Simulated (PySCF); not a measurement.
C5H7NOSi (SMILES O[SiH2]c1ccncc1)

```yaml
atoms:
  - { symbol: O, position_ang: [2.8685, 0.1485, -0.8942] }
  - { symbol: Si, position_ang: [2.0414, -0.0620, 0.4891] }
  - { symbol: C, position_ang: [0.1697, -0.0069, 0.1905] }
  - { symbol: C, position_ang: [-0.4239, 1.0836, -0.4415] }
  - { symbol: C, position_ang: [-1.7957, 1.1011, -0.6306] }
  - { symbol: N, position_ang: [-2.5957, 0.1220, -0.2422] }
  - { symbol: C, position_ang: [-2.0436, -0.9197, 0.3567] }
  - { symbol: C, position_ang: [-0.6835, -1.0295, 0.5956] }
  - { symbol: H, position_ang: [2.7506, -0.4067, -1.6605] }
  - { symbol: H, position_ang: [2.3533, -1.3575, 1.0975] }
  - { symbol: H, position_ang: [2.4764, 1.0912, 1.2635] }
  - { symbol: H, position_ang: [0.1817, 1.9104, -0.7828] }
  - { symbol: H, position_ang: [-2.2848, 1.9383, -1.1135] }
  - { symbol: H, position_ang: [-2.7300, -1.7016, 0.6575] }
  - { symbol: H, position_ang: [-0.2888, -1.9033, 1.0930] }
```

Geometry: GFN2-xTB.

Method: PBE0/def2-SVPD, SCF density, gas phase (PySCF).

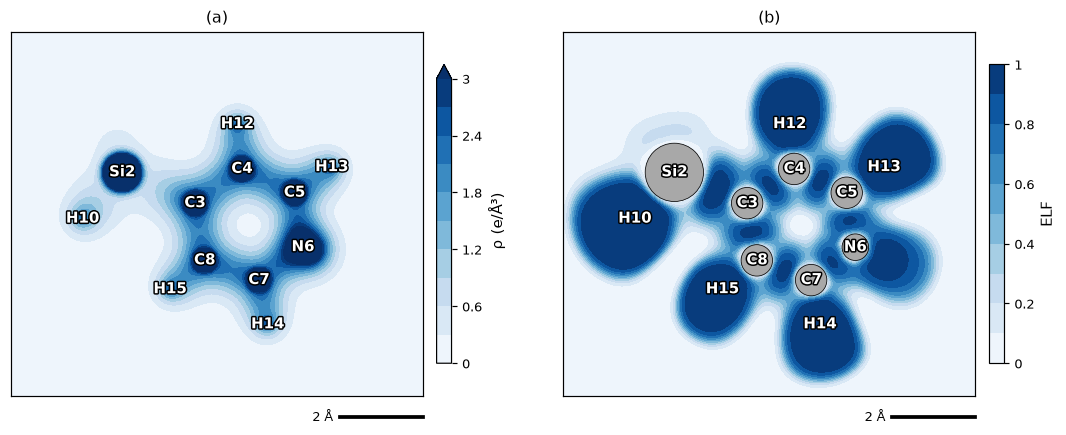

Figure 1. (a) electron density; (b) electron localisation function on the plane of atoms C8, C7 and H14. Grey discs cover the atomic cores in the ELF map.

### Describe what can be read from this map.

The plane passes through Si, C, N and H nuclei.
C–N (1.32 Å): the density is about 2.5 e/Å³ at the midpoint; the ELF peaks at about 0.90 between the atoms, as expected for localised, covalent bonding.
C–C (1.38 Å): ρ at the midpoint is about 2.1 e/Å³; the ELF peaks at about 0.95 between the atoms: a covalent bond.
C–Si (1.90 Å): the density is about 0.95 e/Å³ at the midpoint; the ELF peaks at about 1 between the atoms: a covalent bond.
C–H (1.08 Å): ρ is about 2 e/Å³ halfway; the ELF climbs to about 1 towards the hydrogen, as it does in any bond to H: a covalent bond by its length.
Si–H (1.46 Å): ρ is about 0.81 e/Å³ halfway; the ELF climbs to about 1 towards the hydrogen.
The ELF also peaks beside N6, away from the bonds: lone-pair regions.

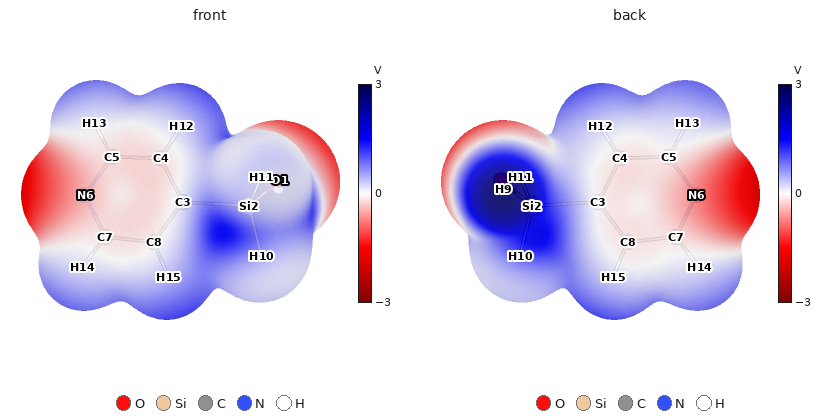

Figure 2. The electrostatic potential painted on the density surface at 0.002 e/bohr³, seen from the front and from behind; the colour scale runs from red (negative) to blue (positive).

### Which sites attract a positive test charge, and which a negative one?

A positive charge is drawn to the negative regions and a negative charge to the positive ones. The most negative region (about −1.7 V) lies over N6, the most positive (about +2.7 V) over H9. N6 is the likeliest acceptor of a hydrogen bond.
